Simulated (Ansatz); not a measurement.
```xyz
5

W     0.1044    0.3580    0.2833
S    -1.6826    0.7913    1.4006
S     0.7936    2.0695   -0.8436
S     0.0075   -1.2812   -1.3462
S     0.7771   -1.9376    0.5059
```

Geometry: PBE-D4/def2-SVP; core potentials replace the inner electrons of W.

The calculation used RKS PBE0-D4/def2-TZVP in Ansatz.

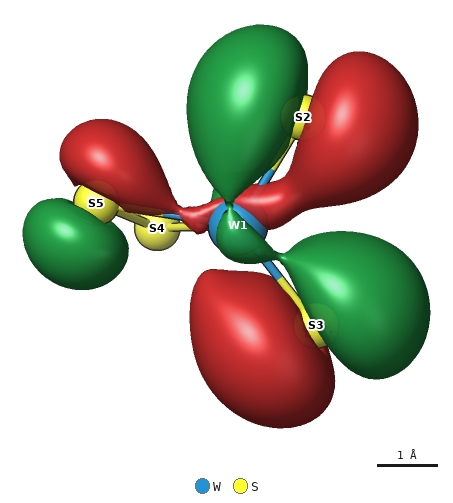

S4W. The HOMO−1 at ±0.06 Å⁻³ᐟ² (green and red are the two phases), seen at a tilt.

Question: Describe this orbital and give its energy.

Answer: By Hirshfeld shares it lies mainly on S3 (about 45 %), S2 (about 40 %), W1 (about 10 %) and S5 (about 5 %); largely a combination of lone pairs on S3, S2 and S5. Its energy is −7.47 eV.
